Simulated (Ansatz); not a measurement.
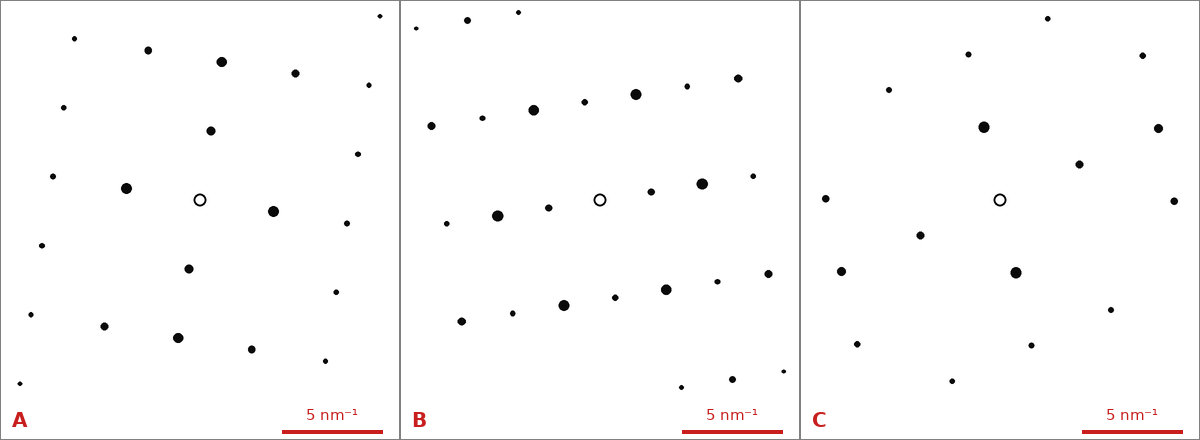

Simulated selected-area electron diffraction patterns (300 kV, kinematic approximation, thin crystal, B = 0.5 Å² for all atoms).

All three come from AsIr, space group P4_2/mmc (No. 131), a = 2.862 Å, c = 7.728 Å. Structure: the end point of a relaxation at fixed volume with Ansatz 0.2.0, DFT PBEsol, scalar-relativistic, plane waves, PAW; the starting structure was generated, so it need not be a known form of this composition.

> Assign the zone axes [101], [110], [211] to A, B and C.

A is [101]: rectangular net of 0 1 0 at d = 2.86 Å and 1 0 -1 at d = 2.68 Å, at 90.0°. B is [110]: rectangular net of 0 0 2 at d = 3.86 Å and 1 -1 0 at d = 2.02 Å, at 90.0°. C is [211]: oblique net of 0 -1 1 at d = 2.68 Å and -1 0 2 at d = 2.30 Å, at 78.1°.
